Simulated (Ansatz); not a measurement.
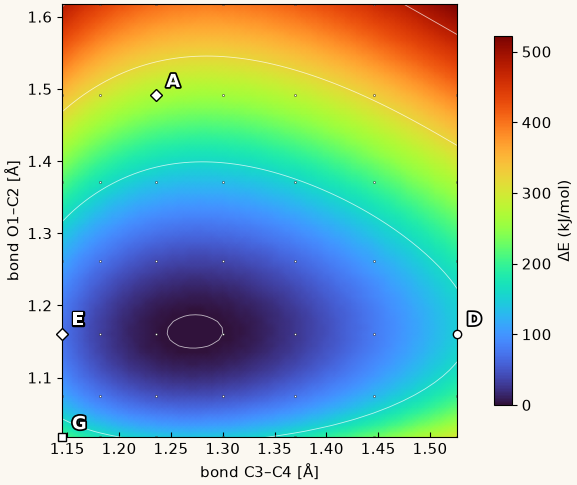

C₃O₂, SMILES O=C=C=C=O. 
- Two internal coordinates are moved rigidly from the geometry relaxed at PBE0-D4/def2-TZVP, all others fixed.
- First axis: bond C3–C4. Second axis: bond O1–C2.
- The scan uses a 7 × 7 grid.
- Points are written as (first, second).
- All energies are given in kJ/mol relative to the lowest grid point.
- Theory: RKS r2SCAN-D4/def2-TZVPP (Ansatz 0.2.0).

Drawn: a smooth colour map with a few white contour lines, dots at the grid points, lettered points. Between grid points the surface is interpolated.

Q: Is G the lowest point of the computed grid?

A: No. G lies 214 kJ/mol above the lowest grid point, which is at (1.300 Å, 1.161 Å).

Q: Rank the lettered points by energy, lowest first.

A: E (74 kJ/mol), D (148 kJ/mol), G (214 kJ/mol), A (268 kJ/mol).
